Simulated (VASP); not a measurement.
Band structure of ZnCu$_{2}$GeS$_{4}$ (relaxed from the kesterite structure, space group I-4). These are PBEsol GGA, VASP's PBE PAW potentials (set 64) (plane waves; VASP) values and carry that method's errors.

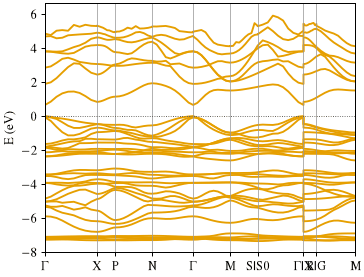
Figure: Bands along high-symmetry lines, zero at the valence-band maximum or, without a gap, the Fermi level

### Question
Read the plot: is there a gap, and where are the band edges?

### Answer
The gap is direct, 0.66 eV, from the valence maximum at Γ to the conduction minimum at Γ. (Edges off the drawn lines would not show.)

The structure was generated: ZnCu2GeS4 was put into the kesterite type (I-4), which need not be its known phase. It was relaxed first.
